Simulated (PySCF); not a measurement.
## Electronic structure of C2H2BF5Si (SMILES FB(F)[SiH2]C(F)=C(F)F) in real space

```tsv
atom	x (Å)	y (Å)	z (Å)
F	2.2875	-1.1663	1.5989
B	1.5973	-0.9202	0.5051
F	1.4785	-1.9073	-0.3596
Si	0.7771	0.9002	0.1247
C	-0.9525	0.6170	-0.5659
F	-1.4536	1.5129	-1.4304
C	-1.7259	-0.4217	-0.2338
F	-2.9231	-0.6639	-0.6856
F	-1.3333	-1.3409	0.6216
H	1.5549	1.6059	-0.9366
H	0.7321	1.7569	1.3468
```

Geometry: PBE0-D3(BJ)/def2-SVP.

Method: PBE0/pcSseg-1, SCF density, gas phase, non-relativistic (PySCF).

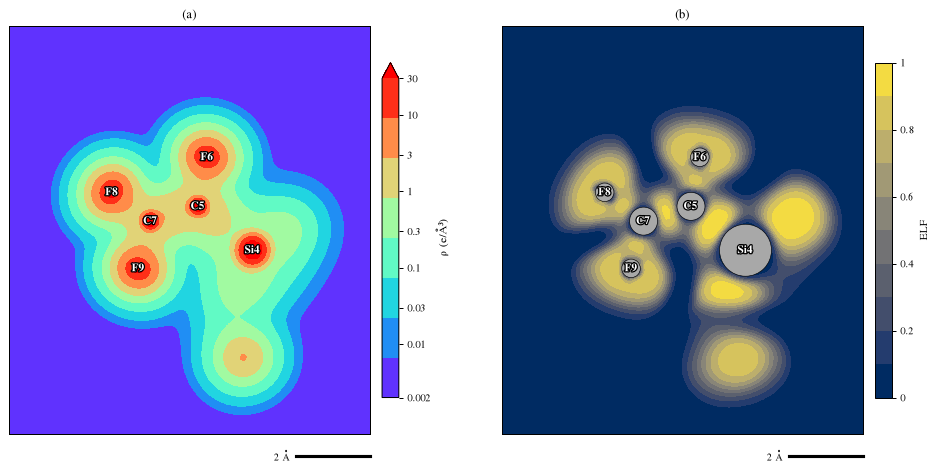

Figure 1. (a) total electron density; (b) ELF on the plane of atoms Si4, C5 and F6. Grey discs cover the atomic cores in the ELF map.

**What does the map show?**

- The plane passes through Si, C and F nuclei.
- C–F (1.30 Å): ρ is about 2.6 e/Å³ halfway; the ELF peaks at about 0.85 between the atoms, as expected for a shared but strongly polarised pair.
- C–C (1.34 Å): ρ is about 2.3 e/Å³ halfway; the ELF peaks at about 0.90 between the atoms; a multiple bond.
- C–Si (1.88 Å): the density is about 0.93 e/Å³ at the midpoint; the ELF peaks at about 0.95 between the atoms (a covalent bond).
- The ELF also peaks beside F1, F9, F8 and F6, away from the bonds: lone-pair regions.

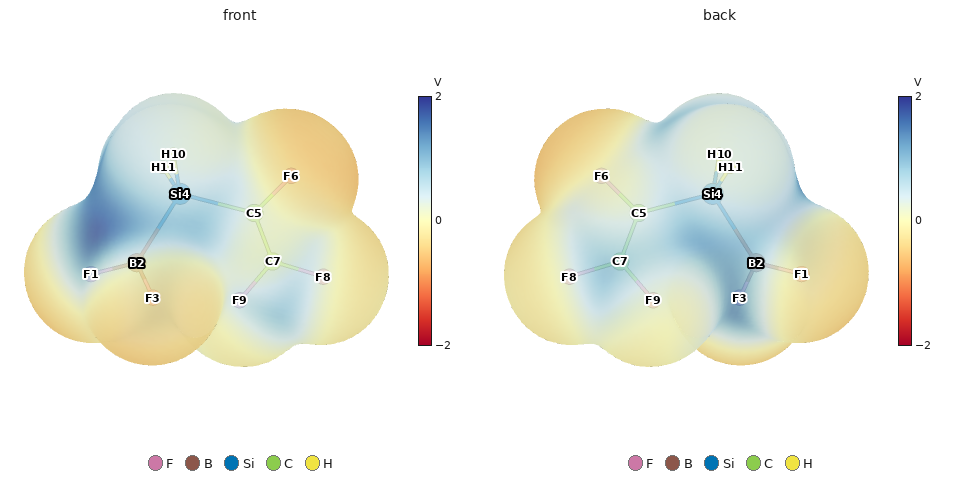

Figure 2. The molecular electrostatic potential painted on the density surface at 0.001 e/bohr³, seen from the front and from behind; red is negative and blue positive.

**Where is the surface potential most negative and most positive?**

The most negative region (about −0.5 V, or −12 kcal/mol for a unit charge) lies over F6, the most positive (about +1.6 V, or +37 kcal/mol for a unit charge) over B2.
